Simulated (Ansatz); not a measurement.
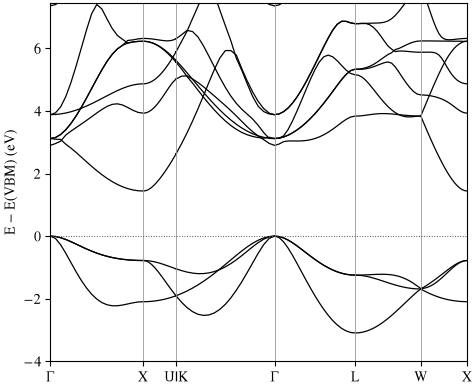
Band structure from DFT-LDA in the program Ansatz with PAW potentials

Q: Read off the gap and where the band edges lie.

A: About 1.4 eV (1.44 eV by a search for the band edges); maximum at Γ, minimum at X.

The material is SrTe (rock salt, Fm-3m).

The LDA relaxation kept the symmetry of its start. Spin–orbit coupling is left out wherever it is not named.

Potentials: the later of the program's two PAW sets.
